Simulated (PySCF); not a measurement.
# H4Lu (Lu(H)4-): the cost of one run

Program: PySCF 2.14.0. Level of theory: PBE0, Lu lcecp-1-SVP with ECP60, H def2-SVP; scalar-relativistic core potentials, no spin–orbit coupling. These are calculated values, not measurements.

1 further run of the same task is left out (for a known fault of the program).

## Step 1: The starting structure

5 atoms, charge -1, spin multiplicity 1.

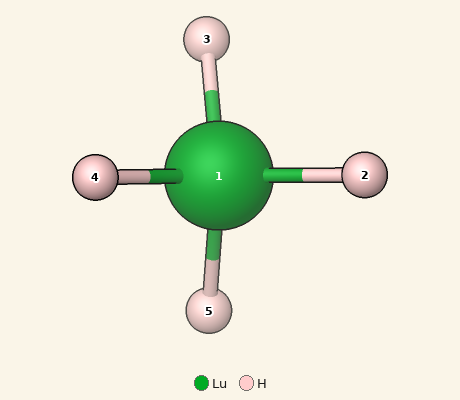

The starting geometry (lutetium green, hydrogen pink); atoms are numbered from 1 in the order of the file.

As a file:

```xyz
5

Lu    0.0000    0.0000    0.0000
H     1.2269    1.2269    1.2269
H    -1.2269   -1.2269    1.2269
H     1.2269   -1.2269   -1.2269
H    -1.2269    1.2269   -1.2269
```

Formal oxidation states: Lu +3. Each metal's 14 4f electrons lie in its core potential, so multiplicities, spins and levels count the valence alone.

## Step 2: SCF at the start, singlet

File run.py (the lines that set the calculation):

```python
mol = gto.M(atom='''
Lu     0.00000     0.00000     0.00000
H      1.22690     1.22690     1.22690
H     -1.22690    -1.22690     1.22690
H      1.22690    -1.22690    -1.22690
H     -1.22690     1.22690    -1.22690''',
    basis={'Lu': 'lcecp-1-SVP', 'H': 'def2-SVP'},
    ecp={'Lu': 'lcecp-1-SVP'},
    charge=-1, spin=0)
mf = dft.RKS(mol, xc='PBE0')
mf.grids.atom_grid = (50, 194)  # f atoms: unpruned, at least (60, 302)
mf = mf.density_fit()  # fitting sets: Lu AutoAux, H def2-universal-JKFIT
mf.conv_tol = 1e-08; mf.max_cycle = 55
mf.kernel(dm0)  # dm0: free metal ions and neutral atoms
```

Started as:

```sh
> OMP_NUM_THREADS=2 python run.py
```

What time and memory should one allow on 2 threads of Arm Neoverse V2, shared host?

About 1.4 s, with a peak of 0.37 GiB.
